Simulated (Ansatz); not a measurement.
# quartet C2H3F2Si: levels of theory compared

We compute a comparison of 6 runs (UB3LYP/6-31G*, U-r2SCAN/cc-pVDZ, U-wB97M-V/cc-pVDZ, UBLYP/cc-pVDZ, UCCSD/cc-pVDZ) of quartet C2H3F2Si. 

The results are computed with Ansatz 0.2.0.

50 further runs of the same task are left out: 50 set aside as unsound or not needed.

## (1) The structure to begin with

C2H3F2Si: 8 atoms, total charge 0, spin state quartet. SMILES of the parent species: `[H]/[C]=C\[SiH](F)F`. The coordinates come from a PBE0-D4/def2-TZVP relaxation. This is one conformer, not always the lowest. That shape belongs to the parent species and isn't relaxed for this state.

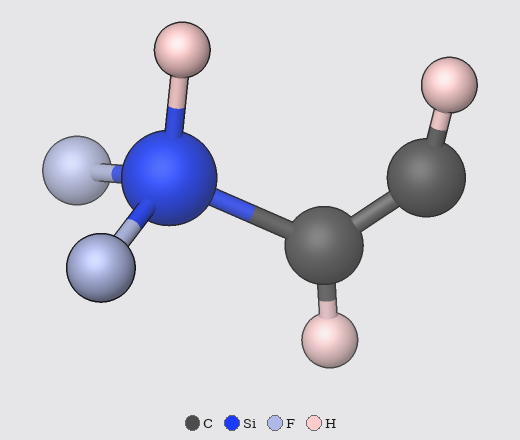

Viewed from a chosen angle; carbon dark grey, silicon blue, fluorine light blue, hydrogen pink.

## (2) The energy at UB3LYP/6-31G(d) (spherical functions) (run 1)

Contents of input.yaml:

```yaml
crystal:
  periodic: [false, false, false]
  atoms:
    - {symbol: C, position_ang: [0.855200, 0.475100, 1.494400]}
    - {symbol: C, position_ang: [0.948700, 0.119800, 0.241900]}
    - {symbol: Si, position_ang: [-0.602400, -0.240700, -0.691900]}
    - {symbol: F, position_ang: [-0.572000, -1.723000, -1.260300]}
    - {symbol: F, position_ang: [-0.719900, 0.713400, -1.955600]}
    - {symbol: H, position_ang: [0.063700, 0.635800, 2.215100]}
    - {symbol: H, position_ang: [1.921500, 0.036900, -0.245900]}
    - {symbol: H, position_ang: [-1.802600, -0.074200, 0.146400]}
basis:
  gaussian:
    orbitals: 6-31G_st_-spherical.json
output: {orbitals: {seedname: orbitals}}
magnetization:
  spin_polarized: true
  initial_magnetization: 3
accuracy: high
hamiltonian:
  xc: {name: B3LYP}
```

The basis set 6-31G* is read from a file made from the Basis Set Exchange's data (not shown).

On the command line:

```sh
ansatz run input.yaml --threads 1 --pin off --max-ram 3480MiB --events-out events.jsonl --progress --plain --runs-dir runs
```

Standard output:

```text
Warning: RAYON_NUM_THREADS=1 ignored (pool sized by the plan → 1); use --threads N
Functional definition: B3LYP
  name "B3LYP"
  parameter a0 = 0.2
  parameter ax = 0.72
  parameter ac = 0.81
  exchange = (1 - a0 - ax)*slater_x + ax*b88_x + a0*exact_x
  correlation = (1 - ac)*vwn_rpa_c + ac*lyp_c
1816 factors; integrals over basis functions are off by at most 3.3e-9 eV
mean field evaluation 1: about -15425.3801 eV, gradient 3.4e1 eV
mean field evaluation 2: about -15423.1072 eV, gradient 4.4e1 eV
mean field evaluation 4: about -15429.8605 eV, gradient 1.7e0 eV
mean field evaluation 8: about -15430.0679 eV, gradient 1.2e-1 eV
mean field evaluation 16: about -15430.0680 eV, gradient 2.0e-4 eV
mean field -15430.06797507 eV, -567.0445392082 hartree, gradient 6.0e-8 eV, S^2 3.756632; 0 other end points of the search recorded, 0 dependent functions left out
reference -15430.06801311 eV, -567.0445406062 hartree; 25, 22 occupied and 55, 58 virtual orbitals, 1816 factors
Total energy: -15430.06801311 eV, -567.0445406062 hartree
```

Run time: 11 s. Hardware: 1 thread of Arm Neoverse V2, shared host; peak memory 0.38 GiB.

## (3) The energy at UB3LYP/6-31G(d) (Cartesian functions) (run 2)

Contents of run.yaml:

```yaml
crystal:
  periodic: [false, false, false]
  atoms:
    - symbol: C
      position_ang: [0.855200, 0.475100, 1.494400]
    - symbol: C
      position_ang: [0.948700, 0.119800, 0.241900]
    - symbol: Si
      position_ang: [-0.602400, -0.240700, -0.691900]
    - symbol: F
      position_ang: [-0.572000, -1.723000, -1.260300]
    - symbol: F
      position_ang: [-0.719900, 0.713400, -1.955600]
    - symbol: H
      position_ang: [0.063700, 0.635800, 2.215100]
    - symbol: H
      position_ang: [1.921500, 0.036900, -0.245900]
    - symbol: H
      position_ang: [-1.802600, -0.074200, 0.146400]
basis:
  gaussian: {orbitals: "6-31G*"}
total_charge: 0
magnetization: {spin_polarized: true, initial_magnetization: 3}
hamiltonian: {xc: {name: B3LYP}}
accuracy: high
output: {orbitals: {seedname: orbitals}}
```

On the command line:

```sh
ansatz run run.yaml --threads 1 --pin off --max-ram 3480MiB --events-out events.jsonl --progress --plain --runs-dir runs
```

Standard output:

```text
Warning: RAYON_NUM_THREADS=1 ignored (pool sized by the plan → 1); use --threads N
Functional definition: B3LYP
  name "B3LYP"
  parameter a0 = 0.2
  parameter ax = 0.72
  parameter ac = 0.81
  exchange = (1 - a0 - ax)*slater_x + ax*b88_x + a0*exact_x
  correlation = (1 - ac)*vwn_rpa_c + ac*lyp_c
1855 factors; integrals over basis functions are off by at most 3.6e-9 eV
mean field evaluation 1: about -15425.6116 eV, gradient 3.5e1 eV
mean field evaluation 2: about -15423.3098 eV, gradient 4.5e1 eV
mean field evaluation 4: about -15430.0985 eV, gradient 1.8e0 eV
mean field evaluation 8: about -15430.2369 eV, gradient 1.2e-1 eV
mean field evaluation 16: about -15430.2370 eV, gradient 2.0e-4 eV
mean field -15430.23702771 eV, -567.0507517780 hartree, gradient 9.1e-8 eV, S^2 3.756636; 0 other end points of the search recorded, 0 dependent functions left out
reference -15430.23706576 eV, -567.0507531765 hartree; 25, 22 occupied and 60, 63 virtual orbitals, 1855 factors
Total energy: -15430.23706576 eV, -567.0507531765 hartree
```

Wall time 11 s (1 thread of Arm Neoverse V2, shared host); peak memory 0.4 GiB.

Runs 3 to 5 aren't shown in full; the table further down has their settings and results.

## (4) A single-point energy at UCCSD/cc-pVDZ (run 6)

Contents of molecule.yaml:

```yaml
crystal:
  periodic: [false, false, false]
  atoms:
    - symbol: C
      position_ang: [0.855200, 0.475100, 1.494400]
    - symbol: C
      position_ang: [0.948700, 0.119800, 0.241900]
    - symbol: Si
      position_ang: [-0.602400, -0.240700, -0.691900]
    - symbol: F
      position_ang: [-0.572000, -1.723000, -1.260300]
    - symbol: F
      position_ang: [-0.719900, 0.713400, -1.955600]
    - symbol: H
      position_ang: [0.063700, 0.635800, 2.215100]
    - symbol: H
      position_ang: [1.921500, 0.036900, -0.245900]
    - symbol: H
      position_ang: [-1.802600, -0.074200, 0.146400]
basis:
  gaussian: {orbitals: cc-pVDZ}
scf: {omitted_lower_state_checks: [cluster_reference, increment]}
magnetization: {spin_polarized: true, initial_magnetization: 3}
correlation: {method: ccsd, frozen_orbitals: {C: 1, F: 1, H: 0, Si: 5}}
accuracy: high
```

On the command line:

```sh
ansatz run molecule.yaml --threads 1 --pin off --max-ram 3480MiB --events-out events.jsonl --progress --plain --runs-dir runs
```

Standard output (excerpt; [...] marks lines left out):

```text
Warning: RAYON_NUM_THREADS=1 ignored (pool sized by the plan → 1); use --threads N
Functional definition: HF
  name "HF"
[...]
2002 factors; integrals over basis functions are off by at most 3.8e-9 eV
[...]
mean field -15380.42989473 eV, -565.2203734014 hartree, gradient 3.9e-8 eV, S^2 3.770340; 0 other end points of the search recorded, 0 dependent functions left out
9 core orbitals not correlated: weight in the atoms' cores, before any rotation towards them, 1.000 or more for the frozen orbitals, at most 0.000 for the correlated occupied ones
reference -15380.42989473 eV, -565.2203734014 hartree; 16, 13 occupied and 64, 67 virtual orbitals, 2002 factors
second order -17.71178177 eV of doubles, -0.00000000 eV of singles
cycle   1  -18.28317925 eV  change   -5.7e-1 eV  update   9.6e-2
[...]
cycle  24  -18.83718731 eV  change   -1.3e-9 eV  update   2.6e-9
Total energy: -15399.26708204 eV, -565.9126272668 hartree
Checks for a lower state left out: cluster_reference, increment
```

Wall time 57 s (1 thread of Arm Neoverse V2, shared host); peak memory 1.1 GiB.

## (5) All runs side by side

```csv
run,level,Cartesian functions,frozen core orbitals,energy (Eh),HOMO energy (eV),⟨S²⟩,wall time
1,UB3LYP/6-31G* (spherical functions),no,–,-567.044541,-3.73,3.757,11 s
2,UB3LYP/6-31G* (Cartesian functions),yes,–,-567.050753,-3.74,3.757,11 s
3,U-r2SCAN/cc-pVDZ,no,–,-566.905482,-3.37,3.762,22 s
4,U-wB97M-V/cc-pVDZ,no,–,-566.942889,-6.24,3.756,1.8 min
5,UBLYP/cc-pVDZ,no,–,-566.979716,-2.66,3.755,9.3 s
6,UCCSD/cc-pVDZ,no,9,-565.912627,–,3.770,57 s
```

## (6) Summary of results

| quantity | value |
| --- | --- |
| run 6: total energy | -565.91263 Eh |
| run 6: correlation energy (9 core orbitals frozen) | -692.3 mEh |
| run 6: ⟨S²⟩ of the reference determinant | 3.770 |
| run 6: T1 diagnostic | 0.014 |

Totals of different functionals can't be ranked against each other. All runs together took 3.7 min, the longest 1.8 min.
